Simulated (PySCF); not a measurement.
# Run report: Tc²⁺, atomic calculation

System: Tc²⁺, configuration 1s2 2s2 2p6 3s2 3p6 3d10 4s2 4p6 4d4 5s1, multiplicity 6.
Method: unrestricted PBE0, x2c-QZVPPall, spin-free X2C-1e, Gaussian nucleus (PySCF).

**Input**
```python
from pyscf import gto, scf, dft, mp, cc
import basis_set_exchange as bse
mol = gto.M(atom="Tc 0 0 0", charge=2, spin=5, symmetry="D2h",
            basis=gto.basis.parse(bse.get_basis("x2c-QZVPPall", elements=["Tc"], fmt="nwchem", header=False)),
            nucmod="G")
mf = dft.UKS(mol, xc="PBE0").sfx2c1e()
mf.irrep_nelec = {'Ag': (8, 6), 'B1g': (2, 1), 'B2g': (2, 1), 'B3g': (2, 1), 'B1u': (3, 3), 'B2u': (3, 3), 'B3u': (3, 3)}
mf.kernel()
```

The script is an equivalent of what the driver set up; the driver started from orbitals of its own, so the log can be shorter than this script's would be, and it computed the properties (radii, ⟨L²⟩, response) afterwards. It held the occupations shell by shell, which the script's counts by irreducible representation don't always enforce.

The run was one of a batch that the task file lists, launched with:
```bash
OMP_NUM_THREADS=1 python <driver script> TASK.json OUT
```

**Output (extracts)**
```
damping factor = 0
level_shift factor = 0
DIIS = <class 'pyscf.scf.diis.CDIIS'>
diis_start_cycle = 1
diis_space = 10
diis_damp = 0
SCF conv_tol = 1e-09
SCF conv_tol_grad = None
number electrons alpha = 23  beta = 18
XC functionals = PBE0
    C. Adamo and V. Barone.,  J. Chem. Phys. 110, 6158 (1999)
    M. Ernzerhof and G. E. Scuseria.,  J. Chem. Phys. 110, 5029 (1999)
cycle= 1 E= -4283.98629207233  delta_E= -0.0133  |g|= 0.0299  |ddm|= 0.334
cycle= 2 E= -4283.98641103517  delta_E= -0.000119  |g|= 0.00679  |ddm|= 0.0249
cycle= 3 E= -4283.98641965174  delta_E= -8.62e-06  |g|= 0.00241  |ddm|= 0.0127
cycle= 4 E= -4283.98642052185  delta_E= -8.7e-07  |g|= 0.000565  |ddm|= 0.00191
cycle= 5 E= -4283.98642055222  delta_E= -3.04e-08  |g|= 3.22e-05  |ddm|= 0.000729
cycle= 6 E= -4283.98642055248  delta_E= -2.57e-10  |g|= 2.39e-06  |ddm|= 9.16e-05
converged SCF energy = -4283.98642055248  <S^2> = 8.7509214  2S+1 = 6.0003071
```

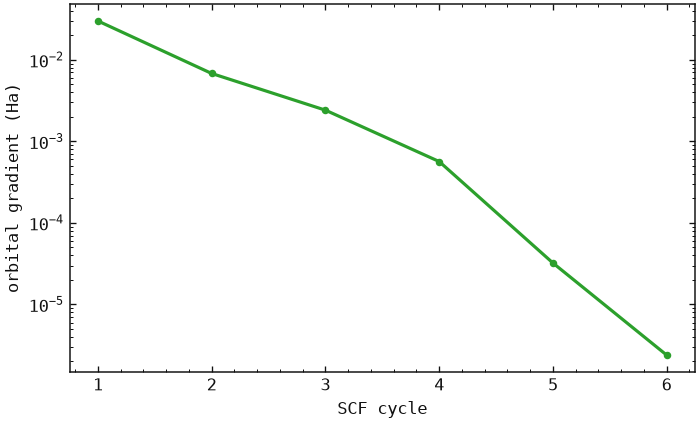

*Convergence: orbital gradient against the SCF cycle.*

The residual falls at every step. It goes from 0.030 to 2.4×10⁻⁶ in 6 steps.

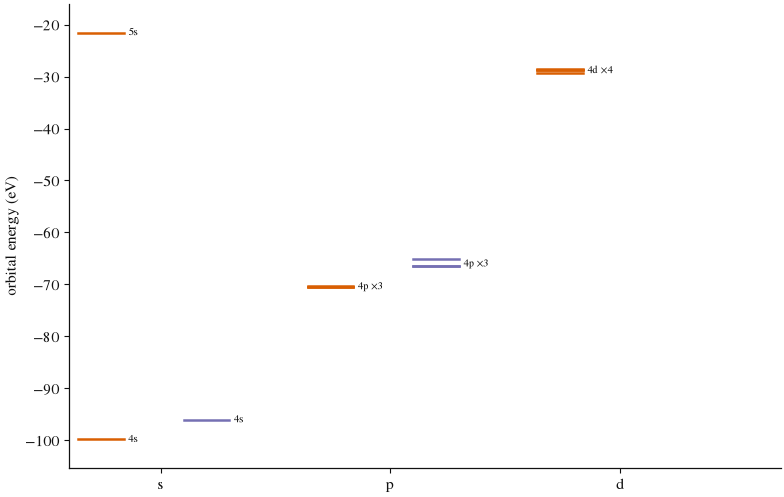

*Orbital energies of the mean field, from the top down to −99.8 eV, by angular momentum, α spin at the left of each column and β at the right; ×n counts the orbitals under one label. Empty levels that the record names by l alone aren't drawn.*

The highest filled orbital is 5s α at −21.5 eV, the lowest empty one d α at −25.0 eV.

**Results in brief**

| quantity | value |
| --- | --- |
| outcome | converged |
| total energy | −4283.9864 hartree |
| ⟨S²⟩ | 8.751 |
| ⟨L²⟩ | 6.01 |
| SCF iterations | 6 |
| hardware | 1 CPU thread, shared host |
| CPU time | 2.2 s (integrals apart) |

**Notes**

The driver held the occupations shell by shell, and empty d levels lie below the filled 5s. The script shown fixes the counts by irreducible representation only, so by itself it can fall to another configuration. This is not the ground configuration of the species.
